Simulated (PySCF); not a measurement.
Vertical excitations of a molecule CH7NOSi from TDDFT-PBE/def2-SVPD (PySCF 2.14.0), as energy in eV (oscillator strength): 5.84 (0.044), 6.53 (0.011), 6.62 (0.003), 6.66 (0.036), 7.33 (0.001), 7.41 (0.066), 7.54 (0.035), 7.60 (0.018), 7.68 (0.054), 7.94 (0.006). Lowest triplet (TDA): 5.59 eV. The structure is a stationary point at B3LYP-D3(BJ)/def2-SVP. Other conformers were not sampled.

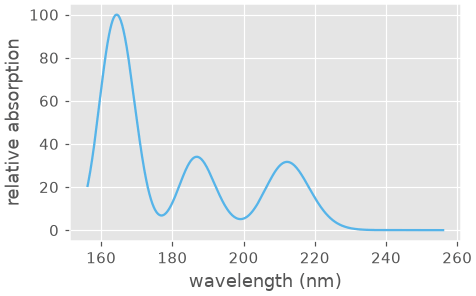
Figure. The lines broadened by 0.4 eV.

Question: Identify the compound among the candidates.
(A) CN[SiH2]O
(B) C[Si@H](N)O
(C) CO[SiH2]N
(D) NC[SiH2]O

Answer: B, C[Si@H](N)O
